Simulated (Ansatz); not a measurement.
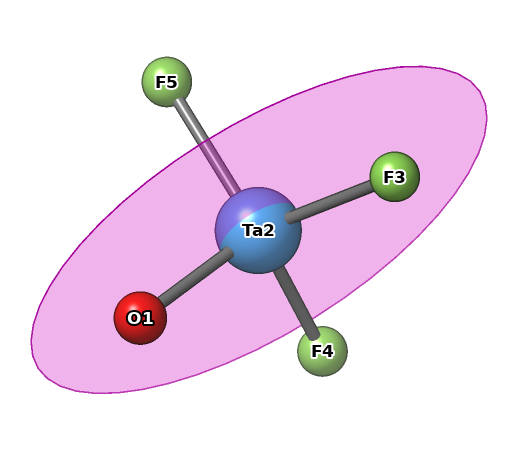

A disc through the centre of mass is drawn in. Distant atoms are faded towards the background colour. Charge 0, singlet. Computed geometry: PBE-D4/def2-SVP optimisation. No frequency run is at hand to confirm it as a minimum.

Is the plane of the disc a mirror plane of the structure?

No. The point group is C3v, with 1 C3 axis and 3 mirror planes, and this plane isn't one of its mirror planes.
